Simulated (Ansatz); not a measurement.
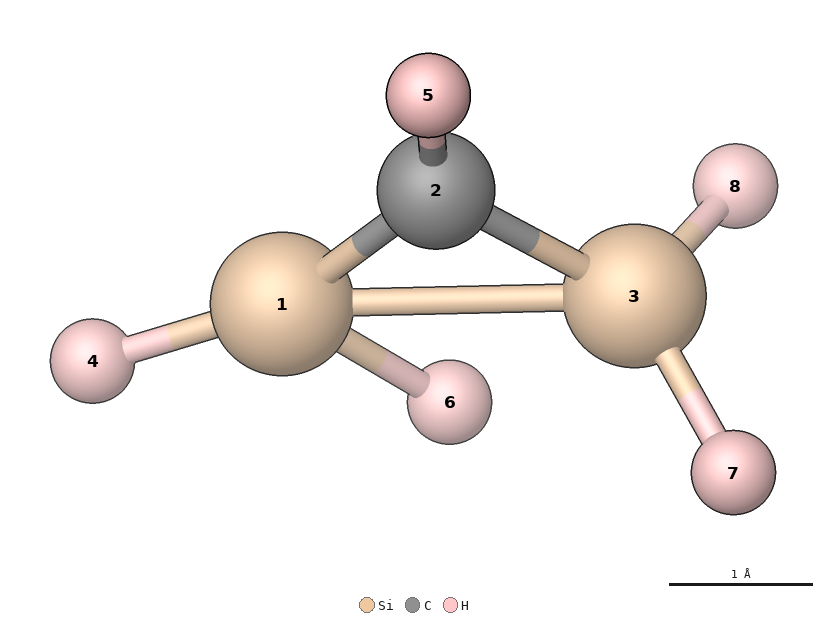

Orthographic view. Atoms fade into the background with distance from the viewer. Charge +1, singlet. The computed structure is the end point of a PBE-D4/def2-SVP optimisation. No frequency run is at hand to confirm it as a minimum.

Write the connection table.

Si1: C2, Si3, H4, H6
C2: Si1, Si3, H5
Si3: Si1, C2, H7, H8
H4: Si1
H5: C2
H6: Si1
H7: Si3
H8: Si3
